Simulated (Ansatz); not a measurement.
The parent structure is Be$_{2}$C (space group Fm-3m, No. 225; a = 4.3285 Å).

Modification: the cell is scaled by 1.0250 in all directions, atoms relaxed at fixed cell.

Level of theory: PBE (Ansatz, a first-principles code, PAW, scalar-relativistic without spin-orbit coupling).

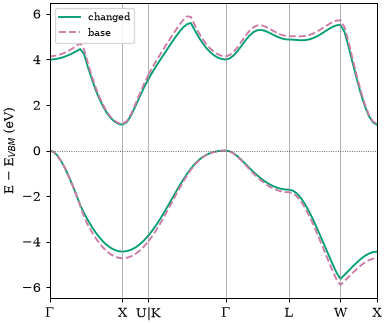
Fig. 1. Highest valence and lowest conduction band along the path, each from its own valence-band maximum

The gap is 1.14 eV, indirect, Γ → X; the base has 1.17 eV.

The cells carry an imposed strain or load. No phonon test of stability was made.
